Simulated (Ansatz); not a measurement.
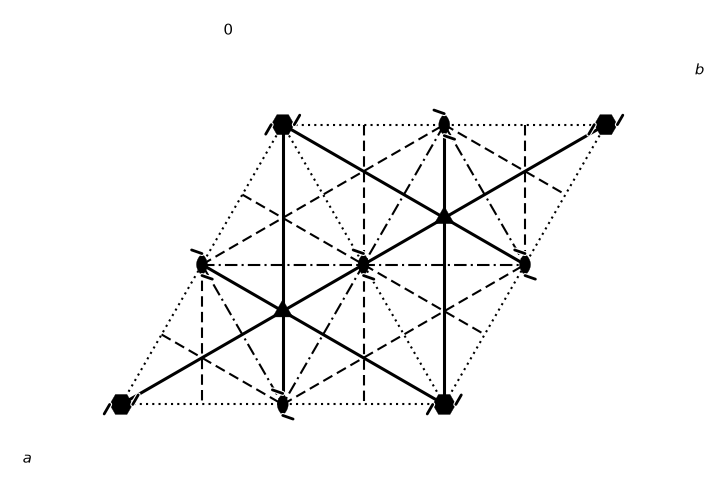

Symmetry elements of a space group, projected down c, computed from the operations of a computed or model structure of composition ZnS.

Graphical symbols as in the International Tables (origin upper left, heights as fractions; handed screw axes are marked by their printed symbols).

> Identify the space group.

P6₃mc, No. 186; primitive hexagonal, point group 6mm, 12 general positions a cell.

> List the elements shown.

6₃ axes along c at (0, 0); 3 axes along c at (1/3, 2/3), (2/3, 1/3); 2₁ axes along c at (0, 1/2), (1/2, 0), (1/2, 1/2); mirror planes holding c and [1 2 0] or [2 1 0] or [−1 1 0]; in-plane glide planes holding c and [1 2 0] or [2 1 0] or [−1 1 0]; c glide planes normal to a*, at x = 0; n glide planes normal to a*, at x = 1/2; c glide planes normal to b*, at y = 0; n glide planes normal to b*, at y = 1/2; c glide planes holding c and [1 1 0]; diagonal glide planes holding c and [1 1 0]. Heights repeat every half period; positions are (a, b) fractions, modulo 1.
